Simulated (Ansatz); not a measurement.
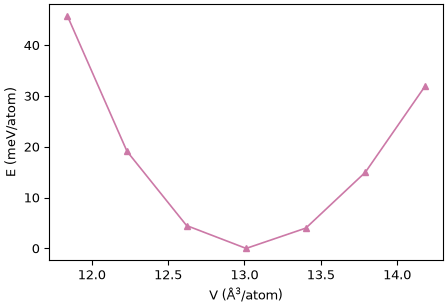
*ZnCu (CsCl type, Pm-3m) under volume change, DFT-PBE in the program Ansatz with PAW potentials, scaled uniformly.*

Problem. What does a third-order Birch–Murnaghan fit give for V₀, B₀ and B′?

Solution. V₀ = 13.01 Å³/atom, B₀ = 115 GPa, B′ = 5.0.

The PBE relaxation kept the symmetry of its start. The run is not spin-polarised.

Potentials: the later of the program's two PAW sets.
